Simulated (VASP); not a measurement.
Band structure of CuAu (L1_0). All values below come from rev-vdW-DF2, VASP's PBE PAW potentials (set 64) (plane waves; VASP 6.6.1).

Unless said otherwise, spin-orbit coupling is left out, though it shifts the bands of the heavy elements here.

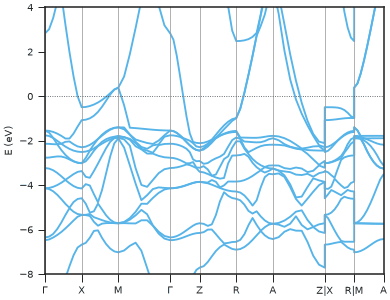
Bands along high-symmetry lines, zero at the valence-band maximum or, without a gap, the Fermi level

Problem. Read the plot: is there a gap, and where are the band edges?

Solution. It has no gap at this level: it comes out as a metal or semimetal. (Edges off the drawn lines would not show.)

The compound is CuAu in the L1_0 structure. It was relaxed first.
